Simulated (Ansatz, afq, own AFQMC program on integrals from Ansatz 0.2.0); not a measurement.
# AlBH (doublet): quantum Monte Carlo beside coupled cluster, cc-pVDZ, part 1 of 2

How near does AFQMC come to the top of the ladder for AlBH (doublet)?

Program: Ansatz 0.2.0, Gaussian basis, and an in-house AFQMC program (afq) on its integrals; all values are calculated. Level of theory: cc-pVDZ, frozen cores. These are calculated values, not measurements.

To be run: PBE (unrestricted); CCSD(T) on ROHF; CCSDT(Q) on ROHF; r2SCAN (unrestricted); PBE0 (unrestricted); B3LYP (unrestricted); CCSDTQ on ROHF; wB97M-V (unrestricted); B2PLYP (unrestricted); Phaseless AFQMC, CISD trial on ROHF; Phaseless AFQMC, single-determinant trial on ROHF; Free-projection AFQMC, CISD trial on ROHF; CCSD(T) on UHF; CCSDT(Q) on UHF; CCSDTQ on UHF; CCSD(T) on UHF; CCSD(T) on UHF; Phaseless AFQMC, CISD trial on UHF; Phaseless AFQMC, single-determinant trial on UHF; Free-projection AFQMC, CISD trial on UHF.

2 further runs of the same task are left out: 2 that didn't finish.

## Step 1: The system

The geometry is a PBE0/def2-TZVP stationary point (not a proven minimum).

3 atoms, charge 0, spin multiplicity 2.

Atoms are counted from 1 here; the program's logs count them from 0.

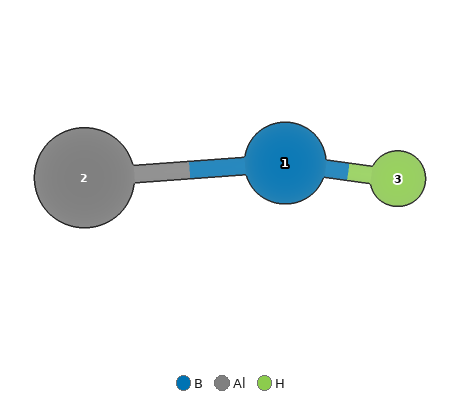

The structure; boron blue, aluminium grey, hydrogen green; atoms are numbered from 1 in the order of the file.

## Step 2: PBE (unrestricted)

in.yaml reads:

```yaml
crystal:
  periodic: [false, false, false]
  atoms:
    - {symbol: B, position_ang: [0.000000, -0.091982, 0.314337]}
    - {symbol: Al, position_ang: [0.000000, -0.033351, -1.805038]}
    - {symbol: H, position_ang: [0.000000, 0.125333, 1.490702]}
basis:
  gaussian: {orbitals: cc-pVDZ}
magnetization: {spin_polarized: true, initial_magnetization: 1}
hamiltonian: {xc: {name: PBE}}
output: {orbitals: {seedname: orbitals}}
```

On the command line:

```
> ansatz run in.yaml --threads 1 --pin off --events-out ev --progress --plain --max-ram 8192MiB --backend cpu
```

Log, cut to the lines that bear on the results:

```text
Functional definition: PBE
  name "PBE"
  cite "Perdew, Burke & Ernzerhof, Phys. Rev. Lett. 77, 3865 (1996) doi:10.1103/PhysRevLett.77.3865"
  parent pbe
[...]
465 factors; their error is unknown
[...]
mean field -7280.39481259 eV, -267.5495745338 hartree, gradient 2.2e-6 eV, S^2 1.144157; 13 other end points of the search recorded, 0 dependent functions left out
reference -7280.39484325 eV, -267.5495756606 hartree; 10, 9 occupied and 27, 28 virtual orbitals, 465 factors
Total energy: -7280.39484325 eV, -267.5495756606 hartree
```

Run time: 6 s. Hardware: 1 thread of AMD EPYC 7R13 (Zen 3), shared host; peak memory 1.6 GiB.

From the report: ⟨S²⟩ of the determinant 1.144 (pure doublet: 0.75).

## Step 3: CCSD(T) on ROHF

in.yaml: that of step 2 with these lines changed.

```diff
@@ -8,4 +8,3 @@
   gaussian: {orbitals: cc-pVDZ}
-magnetization: {spin_polarized: true, initial_magnetization: 1}
-hamiltonian: {xc: {name: PBE}}
-output: {orbitals: {seedname: orbitals}}
+magnetization: {spin_polarized: false, initial_magnetization: 1}
+correlation: {method: ccsd_t, electrons: outside_noble_gas, hamiltonian_folder: ham}
```

On the command line:

```
> ansatz run in.yaml --threads 1 --pin off --events-out ev --progress --plain --max-ram 24576MiB --backend cuda --devices 0, --max-vram 18GiB
```

Log, cut to the lines that bear on the results:

```text
Functional definition: HF
  name "HF"
  cite "Fock, Z. Phys. 61, 126 (1930) doi:10.1007/BF01340294"
  parent pbe
[...]
359 factors; integrals over basis functions are off by at most 7.2e-4 eV
[...]
mean field -7267.14211286 eV, -267.0625468019 hartree, gradient 2.9e-9 eV, S^2 0.750000; 10 other end points of the search recorded, 0 dependent functions left out
[...]
6 core orbitals not correlated: weight in the atoms' cores, before any rotation towards them, 1.000 or more for the frozen orbitals, at most 0.000 for the correlated occupied ones
reference -7267.14211286 eV, -267.0625468019 hartree; 4, 3 occupied and 27, 28 virtual orbitals, 359 factors
second order -2.79951840 eV of doubles, -0.04544635 eV of singles
cycle   1  -3.79201279 eV  change   -4.2e-6 eV  update   5.5e-6
perturbative correction -0.10167304 eV, -0.0037364153 hartree
Total energy: -7271.03579870 eV, -267.2056371170 hartree
```

Wall time 7 s (1 × NVIDIA H100 80GB HBM3 with 1 thread of AMD EPYC 7R13 (Zen 3), shared host); peak host memory 1.6 GiB.

From the report: correlation -3.8937 eV; T1 0.025; largest double amplitude 0.06.

This run also writes the integrals to the folder ham.

## Step 4: CCSDT(Q) on ROHF

in.yaml: that of step 3 with these lines changed.

```diff
@@ -9,2 +9,2 @@
 magnetization: {spin_polarized: false, initial_magnetization: 1}
-correlation: {method: ccsd_t, electrons: outside_noble_gas, hamiltonian_folder: ham}
+correlation: {method: ccsdt_q, electrons: outside_noble_gas}
```

The command is unchanged.

Log, cut to the lines that bear on the results:

```text
Functional definition: HF
  name "HF"
  cite "Fock, Z. Phys. 61, 126 (1930) doi:10.1007/BF01340294"
  parent pbe
[...]
658 factors; integrals over basis functions are off by at most 1.9e-7 eV
[...]
mean field -7267.14212566 eV, -267.0625472720 hartree, gradient 1.1e-9 eV, S^2 0.750000; 10 other end points of the search recorded, 0 dependent functions left out
[...]
reference -7267.14212566 eV, -267.0625472720 hartree; 4, 3 occupied and 27, 28 virtual orbitals, 658 factors
second order -2.79954210 eV of doubles, -0.04544634 eV of singles
cycle   1  -3.48229886 eV  change   -6.4e-1 eV  update   8.3e-2
[...]
cycle  26  -3.92666929 eV  change   -2.1e-7 eV  update   6.9e-7
perturbative correction -0.00535592 eV, -0.0001968265 hartree
Total energy: -7271.07415087 eV, -267.2070465333 hartree
```

It took 8.5 s on 1 × NVIDIA H100 80GB HBM3 with 1 thread of AMD EPYC 7R13 (Zen 3), shared host; peak host memory 1.6 GiB.

From the report: correlation -3.9320 eV; T1 0.028; largest double amplitude 0.07.

## Step 5: r2SCAN (unrestricted)

in.yaml: that of step 4 with these lines changed.

```diff
@@ -8,3 +8,3 @@
   gaussian: {orbitals: cc-pVDZ}
-magnetization: {spin_polarized: false, initial_magnetization: 1}
-correlation: {method: ccsdt_q, electrons: outside_noble_gas}
+magnetization: {spin_polarized: true, initial_magnetization: 1}
+hamiltonian: {xc: {name: r2SCAN}}
```

On the command line:

```
> ansatz run in.yaml --threads 1 --pin off --events-out ev --progress --plain --max-ram 8192MiB --backend cpu
```

Log, cut to the lines that bear on the results:

```text
Functional definition: r2SCAN
  name "r2SCAN"
  cite "Furness, Kaplan, Ning, Perdew & Sun, J. Phys. Chem. Lett. 11, 8208 (2020) doi:10.1021/acs.jpclett.0c02405"
  cite "Furness, Kaplan, Ning, Perdew & Sun, J. Phys. Chem. Lett. 11, 9248 (2020) doi:10.1021/acs.jpclett.0c03077"
  parent r2scan
[...]
465 factors; their error is unknown
[...]
mean field -7284.07676765 eV, -267.6848838866 hartree, gradient 5.4e-6 eV, S^2 1.341896; 15 other end points of the search recorded, 0 dependent functions left out
reference -7284.07677955 eV, -267.6848843238 hartree; 10, 9 occupied and 27, 28 virtual orbitals, 465 factors
Total energy: -7284.07677955 eV, -267.6848843238 hartree
```

It took 17 s on 1 thread of AMD EPYC 7R13 (Zen 3), shared host; peak memory 1.6 GiB.

From the report: ⟨S²⟩ of the determinant 1.342 (pure doublet: 0.75). The determinant is far from a pure spin state, so its energy mixes those of several spin states (harmless only where they are near-degenerate, as at dissociation).

## Step 6: PBE0 (unrestricted)

in.yaml: that of step 5 with these lines changed.

```diff
@@ -9,2 +9,3 @@
 magnetization: {spin_polarized: true, initial_magnetization: 1}
-hamiltonian: {xc: {name: r2SCAN}}
+hamiltonian: {xc: {name: PBE0}}
+output: {orbitals: {seedname: orbitals}}
```

Launched as before.

Log, cut to the lines that bear on the results:

```text
Functional definition: PBE0
  name "PBE0"
  cite "Adamo & Barone, J. Chem. Phys. 110, 6158 (1999) doi:10.1063/1.478522"
  cite "Perdew, Burke & Ernzerhof, Phys. Rev. Lett. 77, 3865 (1996) doi:10.1103/PhysRevLett.77.3865"
  parent pbe
[...]
359 factors; integrals over basis functions are off by at most 7.2e-4 eV
[...]
mean field -7281.23161964 eV, -267.5803266257 hartree, gradient 3.9e-6 eV, S^2 1.089883; 11 other end points of the search recorded, 0 dependent functions left out
reference -7281.23164268 eV, -267.5803274725 hartree; 10, 9 occupied and 27, 28 virtual orbitals, 359 factors
Total energy: -7281.23164268 eV, -267.5803274725 hartree
```

Wall time 6 s (1 thread of AMD EPYC 7R13 (Zen 3), shared host); peak memory 1.6 GiB.

From the report: ⟨S²⟩ of the determinant 1.090 (pure doublet: 0.75).

## Step 7: B3LYP (unrestricted)

in.yaml: that of step 6 with these lines changed.

```diff
@@ -9,3 +9,2 @@
 magnetization: {spin_polarized: true, initial_magnetization: 1}
-hamiltonian: {xc: {name: PBE0}}
-output: {orbitals: {seedname: orbitals}}
+hamiltonian: {xc: {name: B3LYP}}
```

Launched as before.

Log, cut to the lines that bear on the results:

```text
Functional definition: B3LYP
  name "B3LYP"
  cite "Stephens, Devlin, Chabalowski & Frisch, J. Phys. Chem. 98, 11623 (1994) doi:10.1021/j100096a001"
  cite "Becke, Phys. Rev. A 38, 3098 (1988) doi:10.1103/PhysRevA.38.3098"
  cite "Lee, Yang & Parr, Phys. Rev. B 37, 785 (1988) doi:10.1103/PhysRevB.37.785"
  cite "Vosko, Wilk & Nusair, Can. J. Phys. 58, 1200 (1980) doi:10.1139/p80-159"
[...]
359 factors; integrals over basis functions are off by at most 7.2e-4 eV
[...]
mean field -7286.09451152 eV, -267.7590346061 hartree, gradient 2.0e-6 eV, S^2 0.870310; 7 other end points of the search recorded, 0 dependent functions left out
reference -7286.09470170 eV, -267.7590415951 hartree; 10, 9 occupied and 27, 28 virtual orbitals, 359 factors
Total energy: -7286.09470170 eV, -267.7590415951 hartree
```

Run time: 3.8 s. Hardware: 1 thread of AMD EPYC 7R13 (Zen 3), shared host; peak memory 1.6 GiB.

From the report: ⟨S²⟩ of the determinant 0.870 (pure doublet: 0.75).

## Step 8: CCSDTQ on ROHF

in.yaml: that of step 7 with these lines changed.

```diff
@@ -8,3 +8,3 @@
   gaussian: {orbitals: cc-pVDZ}
-magnetization: {spin_polarized: true, initial_magnetization: 1}
-hamiltonian: {xc: {name: B3LYP}}
+magnetization: {spin_polarized: false, initial_magnetization: 1}
+correlation: {method: ccsdtq, electrons: outside_noble_gas}
```

On the command line:

```
> ansatz run in.yaml --threads 1 --pin off --events-out ev --progress --plain --max-ram 24576MiB --backend cuda --devices 0, --max-vram 18GiB
```

Log, cut to the lines that bear on the results:

```text
Functional definition: HF
  name "HF"
  cite "Fock, Z. Phys. 61, 126 (1930) doi:10.1007/BF01340294"
  parent pbe
[...]
658 factors; integrals over basis functions are off by at most 1.9e-7 eV
[...]
mean field -7267.14212566 eV, -267.0625472720 hartree, gradient 1.1e-9 eV, S^2 0.750000; 10 other end points of the search recorded, 0 dependent functions left out
[...]
6 core orbitals not correlated: weight in the atoms' cores, before any rotation towards them, 1.000 or more for the frozen orbitals, at most 0.000 for the correlated occupied ones
reference -7267.14212566 eV, -267.0625472720 hartree; 4, 3 occupied and 27, 28 virtual orbitals, 658 factors
second order -2.79954210 eV of doubles, -0.04544634 eV of singles
cycle   1  -3.48229886 eV  change   -6.4e-1 eV  update   8.3e-2
[...]
cycle  30  -3.93333220 eV  change    2.7e-7 eV  update   5.9e-7
Total energy: -7271.07545785 eV, -267.2070945641 hartree
```

Run time: 22 s. Hardware: 1 × NVIDIA H100 80GB HBM3 with 1 thread of AMD EPYC 7R13 (Zen 3), shared host; peak host memory 1.6 GiB.

From the report: correlation -3.9333 eV; T1 0.028; largest double amplitude 0.08.

## Step 9: wB97M-V (unrestricted)

in.yaml: that of step 8 with these lines changed.

```diff
@@ -8,3 +8,4 @@
   gaussian: {orbitals: cc-pVDZ}
-magnetization: {spin_polarized: false, initial_magnetization: 1}
-correlation: {method: ccsdtq, electrons: outside_noble_gas}
+magnetization: {spin_polarized: true, initial_magnetization: 1}
+hamiltonian: {xc: {name: wB97M-V}}
+output: {orbitals: {seedname: orbitals}}
```

On the command line:

```
> ansatz run in.yaml --threads 1 --pin off --events-out ev --progress --plain --max-ram 8192MiB --backend cpu
```

Log, cut to the lines that bear on the results:

```text
Functional definition: wB97M-V
  name "wB97M-V"
  cite "Mardirossian & Head-Gordon, J. Chem. Phys. 144, 214110 (2016) doi:10.1063/1.4952647"
  cite "Becke, J. Chem. Phys. 107, 8554 (1997) doi:10.1063/1.475007"
  cite "Vydrov & Van Voorhis, J. Chem. Phys. 133, 244103 (2010) doi:10.1063/1.3521275"
  # Of w^i u^j: cxij and so on, Table III.
[...]
  gx(w, u) = 1 - cx + cx01*u + cx10*w
[...]
359 factors; integrals over basis functions are off by at most 7.2e-4 eV
131 factors; integrals over basis functions are off by at most 9.8e-6 eV
[...]
mean field -7284.54135732 eV, -267.7019572419 hartree, gradient 3.9e-6 eV, S^2 0.752999; 4 other end points of the search recorded, 0 dependent functions left out
reference -7284.54139004 eV, -267.7019584445 hartree; 10, 9 occupied and 27, 28 virtual orbitals, 359 factors
Total energy: -7284.54139004 eV, -267.7019584445 hartree
```

It took 24 s on 1 thread of AMD EPYC 7R13 (Zen 3), shared host; peak memory 1.6 GiB.

From the report: ⟨S²⟩ of the determinant 0.753 (pure doublet: 0.75).

## Step 10: B2PLYP (unrestricted)

in.yaml: that of step 9 with these lines changed.

```diff
@@ -9,3 +9,3 @@
 magnetization: {spin_polarized: true, initial_magnetization: 1}
-hamiltonian: {xc: {name: wB97M-V}}
-output: {orbitals: {seedname: orbitals}}
+hamiltonian: {xc: {name: B2PLYP}}
+correlation: {electrons: outside_noble_gas}
```

Launched as before.

Log, cut to the lines that bear on the results:

```text
Functional definition: B2PLYP
  name "B2PLYP"
  cite "Grimme, J. Chem. Phys. 124, 034108 (2006) doi:10.1063/1.2148954"
  cite "Becke, Phys. Rev. A 38, 3098 (1988) doi:10.1103/PhysRevA.38.3098"
  cite "Lee, Yang & Parr, Phys. Rev. B 37, 785 (1988) doi:10.1103/PhysRevB.37.785"
[...]
359 factors; integrals over basis functions are off by at most 7.2e-4 eV
[...]
mean field -7280.29664177 eV, -267.5459668226 hartree, gradient 2.6e-9 eV, S^2 0.946004; 8 other end points of the search recorded, 0 dependent functions left out
6 core orbitals not correlated: weight in the atoms' cores, before any rotation towards them, 1.000 or more for the frozen orbitals, at most 0.000 for the correlated occupied ones
reference -7280.29676186 eV, -267.5459712359 hartree; 4, 3 occupied and 27, 28 virtual orbitals, 359 factors
second order -3.48545170 eV of doubles, -0.00000000 eV of singles
Total energy: -7281.23783382 eV, -267.5805549925 hartree
```

It took 11 s on 1 thread of AMD EPYC 7R13 (Zen 3), shared host; peak memory 1.6 GiB.

From the report: ⟨S²⟩ of the determinant 0.946 (pure doublet: 0.75).

## Step 11: Phaseless AFQMC, CISD trial on ROHF

It reads the integrals that the CCSD(T) run on this determinant wrote.

On the command line:

```
> afq ham --method phaseless --trial cisd --walkers 4000 --populations 20 --least-time 60 --time-step 0.005 --steps-per-block 50 --equilibration-blocks 28 --max-blocks 4000 --target-error 0.00016 --factor-cut 1e-05 --start spin_pure --seed 7849 --release-times 0.24,0.51,0.99,1.62,2.4 --release-step 0.03 --release-every 3 --taylor-order 6
```

Log:

```text
orbitals 31  electrons 4 3  factors 222 of 359
reference energy -267.06254680 Eh
CCSD correlation -0.13935392 Eh in 16 cycles, weight of the determinant in the CISD state 0.8727
energy of the start -267.201899 Eh
 block  time / (1/Eh)  mean weight  energy / Eh
     1     0.250  0.9999  -267.200541
     2     0.500  0.9999  -267.200644
     3     0.750  0.9997  -267.201338
     4     1.000  0.9999  -267.201983
     5     1.250  0.9999  -267.202661
     6     1.500  0.9998  -267.203254
     7     1.750  0.9999  -267.203639
     8     2.000  0.9999  -267.204158
     9     2.250  1.0001  -267.204613
    10     2.500  1.0000  -267.204562
    11     2.750  1.0000  -267.204821
    12     3.000  0.9999  -267.205159
    13     3.250  1.0001  -267.205405
    14     3.500  0.9999  -267.205506
    15     3.750  1.0000  -267.205751
    16     4.000  0.9998  -267.206162
    17     4.250  0.9998  -267.205873
    18     4.500  1.0000  -267.206189
    19     4.750  0.9999  -267.206179
    20     5.000  1.0000  -267.206225
    21     5.250  1.0001  -267.206224
    22     5.500  1.0000  -267.206052
    23     5.750  1.0003  -267.206358
    24     6.000  0.9998  -267.206260
    25     6.250  0.9999  -267.206637
    26     6.500  1.0002  -267.206573
    27     6.750  1.0001  -267.206416
    28     7.000  1.0000  -267.206081
    29     7.250  1.0000  -267.205681
    30     7.500  1.0000  -267.206040
    31     7.750  1.0003  -267.206201
    32     8.000  0.9998  -267.206156
    33     8.250  1.0001  -267.206300
    34     8.500  0.9997  -267.206288
    35     8.750  0.9998  -267.206153
    36     9.000  1.0002  -267.206088
    37     9.250  0.9999  -267.206428
    38     9.500  1.0002  -267.206532
    39     9.750  1.0001  -267.206434
    40    10.000  1.0000  -267.206414
    41    10.250  1.0000  -267.205778
    42    10.500  1.0002  -267.206371
    43    10.750  1.0001  -267.206380
    44    11.000  1.0002  -267.206319
    45    11.250  0.9999  -267.206278
    46    11.500  1.0000  -267.205800
    47    11.750  1.0001  -267.206029
    48    12.000  0.9999  -267.206753
    49    12.250  1.0002  -267.206846
    50    12.500  0.9999  -267.206575
    51    12.750  1.0000  -267.206403
    52    13.000  1.0001  -267.206571
    53    13.250  0.9999  -267.206880
    54    13.500  0.9998  -267.206746
    55    13.750  1.0000  -267.206745
    56    14.000  1.0002  -267.207101
    57    14.250  1.0000  -267.206971
    58    14.500  0.9999  -267.206744
    59    14.750  0.9999  -267.206767
    60    15.000  0.9997  -267.206801
    61    15.250  1.0003  -267.206126
    62    15.500  1.0001  -267.206473
    63    15.750  1.0000  -267.206323
    64    16.000  1.0000  -267.206107
    65    16.250  1.0003  -267.206090
    66    16.500  0.9999  -267.206415
    67    16.750  1.0000  -267.206594
    68    17.000  0.9999  -267.206517
    69    17.250  1.0000  -267.206574
    70    17.500  1.0001  -267.206624
    71    17.750  1.0001  -267.206588
    72    18.000  1.0001  -267.206729
    73    18.250  1.0000  -267.206543
    74    18.500  0.9999  -267.207184
    75    18.750  1.0000  -267.207063
    76    19.000  1.0001  -267.206720
    77    19.250  1.0002  -267.206407
    78    19.500  1.0001  -267.206210
error from the spread of 20 populations
released: time / (1/Eh)  energy / Eh  error  mean overlap
  0.24  -267.206648  0.000105  0.9991
  0.51  -267.206736  0.000096  0.9990
  0.99  -267.206781  0.000061  0.9985
  1.62  -267.206829  0.000079  1.0002
  2.40  -267.207009  0.000093  0.9924
energy -267.206457 +/- 0.000116 Eh
```

It took 33 s on 1 × NVIDIA H100 80GB HBM3 with 2 threads of AMD EPYC 7R13 (Zen 3), shared host; peak host memory 1.6 GiB.

Energy -7271.0581 ± 0.0032 eV. Caveats: constraint bias not in the error.

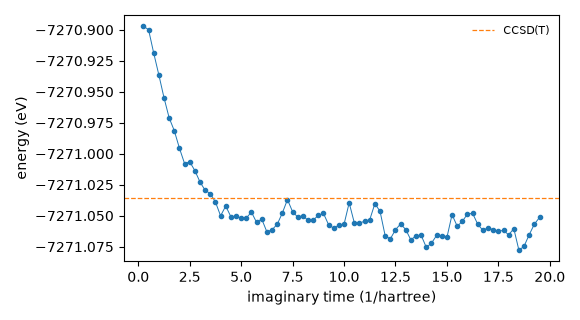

Block energies along the walk.

## Step 12: Phaseless AFQMC, single-determinant trial on ROHF

It reads the integrals that the CCSD(T) run on this determinant wrote.

On the command line:

```
> afq ham --method phaseless --trial hf --walkers 4000 --populations 20 --least-time 40 --time-step 0.005 --steps-per-block 20 --equilibration-blocks 112 --max-blocks 4000 --target-error 0.0008 --factor-cut 1e-05 --start spin_pure --seed 4635 --taylor-order 6
```

Log:

```text
orbitals 31  electrons 4 3  factors 222 of 359
reference energy -267.06254680 Eh
CCSD correlation -0.13935392 Eh in 16 cycles, weight of the determinant in the CISD state 0.8727
energy of the start -267.062547 Eh
 block  time / (1/Eh)  mean weight  energy / Eh
     1     0.100  1.0005  -267.081201
     2     0.200  1.0008  -267.096908
     3     0.300  1.0005  -267.109367
     4     0.400  1.0005  -267.121200
     5     0.500  1.0006  -267.131692
     6     0.600  1.0004  -267.139260
     7     0.700  1.0006  -267.146111
     8     0.800  1.0004  -267.152181
     9     0.900  1.0001  -267.157658
    10     1.000  1.0002  -267.161920
    13     1.300  1.0002  -267.174298
    17     1.700  0.9999  -267.185074
    21     2.100  1.0000  -267.191005
    25     2.500  1.0000  -267.193434
    29     2.900  0.9999  -267.194483
    33     3.300  1.0001  -267.197198
    37     3.700  1.0004  -267.201390
    41     4.100  1.0000  -267.202162
    45     4.500  1.0001  -267.204686
    49     4.900  1.0001  -267.207540
    53     5.300  1.0000  -267.206699
    57     5.700  0.9999  -267.203601
    61     6.100  0.9999  -267.204760
    65     6.500  1.0001  -267.206538
    69     6.900  0.9999  -267.206192
    73     7.300  1.0000  -267.207904
    77     7.700  0.9998  -267.208945
    81     8.100  1.0000  -267.206937
    85     8.500  1.0001  -267.202880
    89     8.900  0.9998  -267.202682
    93     9.300  0.9999  -267.201593
    97     9.700  0.9995  -267.203415
   101    10.100  0.9998  -267.203048
   105    10.500  1.0003  -267.204993
   109    10.900  1.0000  -267.203308
   113    11.300  0.9999  -267.204014
   117    11.700  1.0000  -267.208502
   121    12.100  0.9997  -267.206950
   125    12.500  1.0000  -267.207106
   129    12.900  0.9999  -267.204857
   133    13.300  1.0000  -267.205198
   137    13.700  0.9999  -267.205217
   141    14.100  1.0002  -267.205830
   145    14.500  0.9994  -267.202466
   149    14.900  0.9998  -267.203579
   153    15.300  1.0002  -267.206054
   157    15.700  0.9996  -267.205371
   161    16.100  0.9998  -267.207049
   165    16.500  0.9996  -267.207414
   169    16.900  1.0001  -267.203349
   173    17.300  0.9999  -267.202030
   177    17.700  0.9997  -267.205120
   181    18.100  0.9998  -267.205266
   185    18.500  1.0002  -267.206468
   189    18.900  1.0002  -267.210507
error from the spread of 20 populations
energy -267.205718 +/- 0.000792 Eh
```

Wall time 23 s (1 × NVIDIA H100 80GB HBM3 with 2 threads of AMD EPYC 7R13 (Zen 3), shared host); peak host memory 1.6 GiB.

Energy -7271.0380 ± 0.0216 eV. Caveats: constraint bias not in the error.

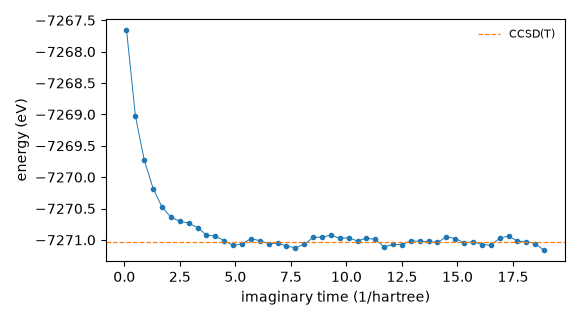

Block energies along the walk.

(Continued in part 2 of 2.)
